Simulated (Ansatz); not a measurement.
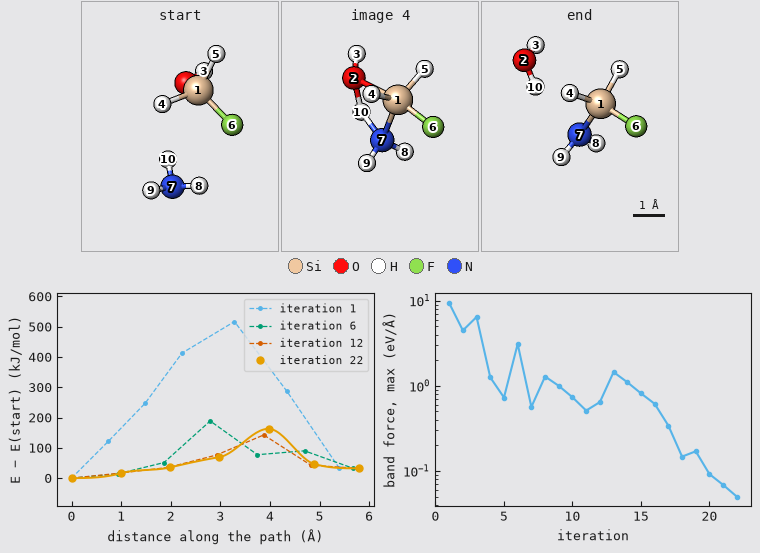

A nudged-elastic-band calculation for SiNH6OF, made up at the start of SiH3OF and NH₃. Images are numbered from 0 (start) to 6 (end). The plot follows the band through its iterations. A ball-and-stick model, seen from a free direction.

Method: RHF/def2-SVP in Ansatz. Settings: 5 movable images; climbing image; force threshold 0.05 eV/Å; iteration limit 60; starting path through a guess of the saddle point.

**How did the profile develop, and is the result final?**

The result is final at these settings. The band converged in 22 iterations. The largest component of the band force went from 9.4 to 0.05 eV/Å. The climbing image converged on the top of the path. Its vibrational analysis gives one imaginary mode (1640i cm⁻¹), as a transition state must have. The first iteration put the highest image at 517.1 kJ/mol. The highest point, image 4, lies 162.9 kJ/mol above the start and 130.5 kJ/mol above the end; the end is at +32.3 kJ/mol relative to the start.

Limits of the set-up: the start holds two separate molecules, 2.7 Å apart at their closest, whose relative position is a soft coordinate and is computed without a dispersion correction; Hartree-Fock leaves out electron correlation.

Cost: 2.3 min on 1 thread of Arm Neoverse V2, on a shared host, peak memory 0.16 GiB.
